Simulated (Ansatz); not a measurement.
# One shape, several levels: [BH4]− (borohydride)

Aim: a comparison of 6 runs (HF/3-21G, UB3LYP/6-31G, UPBE0/3-21G, UPBE0/6-31G, r2SCAN/3-21G, FCI/6-31G) of [BH4]− (borohydride). 

Program for the calculation: Ansatz 0.2.0.

5 further runs of the same task are left out: 4 that didn't finish, 1 set aside as unsound or not needed.

## 1. The structure to begin with

The species is [BH4]− (5 atoms), meant as a singlet with charge -1. As SMILES, `[BH4-]`. The H2–B1 distance was set to 1.535 Å, away from the relaxed value.

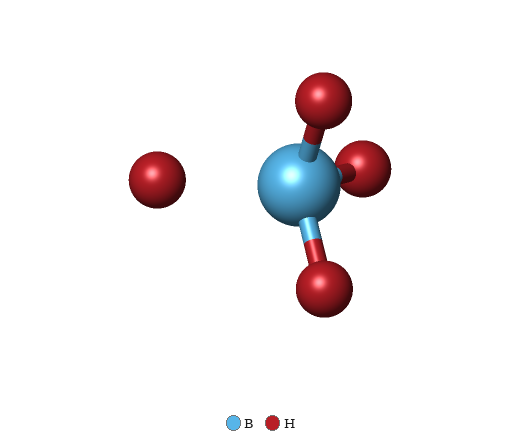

The structure, seen from a chosen angle (boron blue, hydrogen red).

## 2. The energy at HF/3-21G (run 1)

Input file molecule.yaml:

```yaml
crystal:
  periodic: [false, false, false]
  atoms:
    - {symbol: B, position_ang: [-0.170789, -0.249038, -0.054560]}
    - {symbol: H, position_ang: [0.683660, 0.997010, 0.217690]}
    - {symbol: H, position_ang: [0.555451, -1.237698, -0.121520]}
    - {symbol: H, position_ang: [-0.771299, -0.109508, -1.117810]}
    - {symbol: H, position_ang: [-0.980579, -0.397588, 0.858400]}
basis:
  gaussian: {orbitals: 3-21G.json}
hamiltonian: {xc: hf}
total_charge: -1
accuracy: high
```

The basis set 3-21G is read from a file made from the Basis Set Exchange's data (not shown).

On the command line:

```
$ ansatz run molecule.yaml --threads 1 --pin off --max-ram 2610MiB --events-out events.jsonl --progress --plain --runs-dir runs
```

The program printed:

```text
Warning: RAYON_NUM_THREADS=1 ignored (pool sized by the plan → 1); use --threads N
Functional definition: HF
  name "HF"
  exchange = exact_x
  correlation = 0
342 factors; integrals over basis functions are off by at most 1.0e-8 eV
mean field evaluation 1: about -728.6102 eV, gradient 1.1e1 eV
mean field evaluation 2: about -728.6011 eV, gradient 1.1e1 eV
mean field evaluation 4: about -729.1141 eV, gradient 6.2e-1 eV
mean field evaluation 8: about -729.1155 eV, gradient 5.2e-5 eV
mean field -729.11549753 eV, -26.7945003221 hartree, gradient 9.5e-8 eV, S^2 0.000000; 0 other end points of the search recorded, 0 dependent functions left out
reference -729.11549753 eV, -26.7945003221 hartree; 5, 5 occupied and 12, 12 virtual orbitals, 342 factors
Total energy: -729.11549753 eV, -26.7945003221 hartree
```

Wall time 0.1 s (1 thread of Intel Xeon Platinum 8259CL at 2.50GHz (Skylake/Cascade Lake), shared host).

## 3. A single-point energy at UB3LYP/6-31G (run 2)

molecule.yaml: that of step 2 with these lines changed.

```diff
@@ -9,5 +9,10 @@
 basis:
-  gaussian: {orbitals: 3-21G.json}
-hamiltonian: {xc: hf}
+  gaussian:
+    orbitals: 6-31G
+hamiltonian:
+  xc: {name: B3LYP}
 total_charge: -1
 accuracy: high
+magnetization:
+  spin_polarized: true
+  initial_magnetization: 0
```

On the command line:

```
$ ansatz run molecule.yaml --threads 1 --pin off --max-ram 2610MiB --events-out events.jsonl --progress --plain --runs-dir runs
```

The program printed:

```text
Warning: RAYON_NUM_THREADS=1 ignored (pool sized by the plan → 1); use --threads N
Functional definition: B3LYP
  name "B3LYP"
  parameter a0 = 0.2
  parameter ax = 0.72
  parameter ac = 0.81
  exchange = (1 - a0 - ax)*slater_x + ax*b88_x + a0*exact_x
  correlation = (1 - ac)*vwn_rpa_c + ac*lyp_c
413 factors; integrals over basis functions are off by at most 3.8e-9 eV
mean field evaluation 1: about -740.7014 eV, gradient 3.3e0 eV
mean field evaluation 2: about -740.7849 eV, gradient 1.1e0 eV
mean field evaluation 4: about -740.7933 eV, gradient 5.0e-2 eV
mean field evaluation 8: about -740.7841 eV, gradient 2.2e-5 eV
mean field -740.78410048 eV, -27.2233135710 hartree, gradient 9.6e-9 eV, S^2 0.000000; 0 other end points of the search recorded, 0 dependent functions left out
reference -740.78412695 eV, -27.2233145437 hartree; 5, 5 occupied and 12, 12 virtual orbitals, 413 factors
Total energy: -740.78412695 eV, -27.2233145437 hartree
```

Wall time 1.2 s (1 thread of Intel Xeon Platinum 8259CL at 2.50GHz (Skylake/Cascade Lake), shared host); peak memory 0.12 GiB.

Runs 3 to 4 aren't shown in full; the table further down has their settings and results.

## 4. A single-point energy at r2SCAN/3-21G (run 5)

Input file run.yaml:

```yaml
crystal:
  periodic: [false, false, false]
  atoms:
    - {symbol: B, position_ang: [-0.170789, -0.249038, -0.054560]}
    - {symbol: H, position_ang: [0.683660, 0.997010, 0.217690]}
    - {symbol: H, position_ang: [0.555451, -1.237698, -0.121520]}
    - {symbol: H, position_ang: [-0.771299, -0.109508, -1.117810]}
    - {symbol: H, position_ang: [-0.980579, -0.397588, 0.858400]}
basis:
  gaussian:
    orbitals: 3-21G.json
total_charge: -1
hamiltonian:
  xc: r2scan
accuracy: high
```

The basis set 3-21G is read from a file made from the Basis Set Exchange's data (not shown).

On the command line:

```
$ ansatz run run.yaml --threads 1 --pin off --max-ram 2610MiB --events-out events.jsonl --progress --plain --runs-dir runs
```

The program printed:

```text
Warning: RAYON_NUM_THREADS=1 ignored (pool sized by the plan → 1); use --threads N
Functional definition: r2SCAN
  name "r2SCAN"
  parameter k0 = 0.174
  parameter k1 = 0.065
  parameter a1 = 4.9479
  exchange = r2scan_x(k0 = k0, k1 = k1, a1 = a1)
  correlation = r2scan_c
342 factors; integrals over basis functions are off by at most 1.0e-8 eV
mean field evaluation 1: about -735.8901 eV, gradient 4.8e0 eV
mean field evaluation 2: about -735.9400 eV, gradient 3.1e0 eV
mean field evaluation 4: about -735.9729 eV, gradient 6.4e-2 eV
mean field evaluation 8: about -735.9436 eV, gradient 1.2e-3 eV
mean field evaluation 16: about -735.9436 eV, gradient 4.1e-9 eV
mean field -735.94359105 eV, -27.0454281304 hartree, gradient 4.1e-9 eV, S^2 0.000000; 0 other end points of the search recorded, 0 dependent functions left out
reference -735.94359144 eV, -27.0454281448 hartree; 5, 5 occupied and 12, 12 virtual orbitals, 342 factors
Total energy: -735.94359144 eV, -27.0454281448 hartree
```

It took 1.5 s on 1 thread of Intel Xeon Platinum 8259CL at 2.50GHz (Skylake/Cascade Lake), shared host; peak memory 0.12 GiB.

## 5. The energy at FCI/6-31G (run 6)

Input file molecule.yaml:

```yaml
crystal:
  periodic: [false, false, false]
  atoms:
    - symbol: B
      position_ang: [-0.170789, -0.249038, -0.054560]
    - symbol: H
      position_ang: [0.683660, 0.997010, 0.217690]
    - symbol: H
      position_ang: [0.555451, -1.237698, -0.121520]
    - symbol: H
      position_ang: [-0.771299, -0.109508, -1.117810]
    - symbol: H
      position_ang: [-0.980579, -0.397588, 0.858400]
basis:
  gaussian: {orbitals: 6-31G}
total_charge: -1
correlation: {method: fci, frozen_orbitals: {B: 1, H: 0}}
accuracy: high
```

On the command line:

```
$ ansatz run molecule.yaml --threads 1 --pin off --max-ram 2610MiB --events-out events.jsonl --progress --plain --runs-dir runs
```

The program printed:

```text
Warning: RAYON_NUM_THREADS=1 ignored (pool sized by the plan → 1); use --threads N
[... 4 set-up lines as earlier in the session ...]
413 factors; integrals over basis functions are off by at most 3.8e-9 eV
mean field evaluation 1: about -732.3360 eV, gradient 1.1e1 eV
mean field evaluation 2: about -732.3334 eV, gradient 1.1e1 eV
mean field evaluation 4: about -732.9144 eV, gradient 7.3e-1 eV
mean field evaluation 8: about -732.9168 eV, gradient 2.2e-7 eV
mean field -732.91678977 eV, -26.9341952352 hartree, gradient 7.2e-8 eV, S^2 0.000000; 0 other end points of the search recorded, 0 dependent functions left out
1 core orbitals not correlated: weight in the atoms' cores, before any rotation towards them, 1.000 or more for the frozen orbitals, at most 0.000 for the correlated occupied ones
reference -732.91678977 eV, -26.9341952352 hartree; 4, 4 occupied and 12, 12 virtual orbitals, 413 factors
state -735.68624981 eV, -27.0359710146 hartree
Total energy: -735.68624981 eV, -27.0359710146 hartree
```

It took 11 s on 1 thread of Intel Xeon Platinum 8259CL at 2.50GHz (Skylake/Cascade Lake), shared host; peak memory 0.33 GiB.

## 6. The series

| run | level | frozen core orbitals | energy (Eh) | wall time |
| --- | --- | --- | --- | --- |
| 1 | HF/3-21G | – | -26.794500 | 0.1 s |
| 2 | UB3LYP/6-31G | – | -27.223315 | 1.2 s |
| 3 | UPBE0/3-21G | – | -27.023272 | 1.1 s |
| 4 | UPBE0/6-31G | – | -27.166224 | 1.2 s |
| 5 | r2SCAN/3-21G | – | -27.045428 | 1.5 s |
| 6 | FCI/6-31G | 1 | -27.035971 | 11 s |

## 7. Summary of results

| quantity | value |
| --- | --- |
| run 6: total energy | -27.03597 Eh |
| run 6: correlation energy (1 core orbital frozen) | -101.8 mEh |

**Reading.** Totals of different functionals can't be ranked against each other. All runs together took 16 s, the longest 11 s.
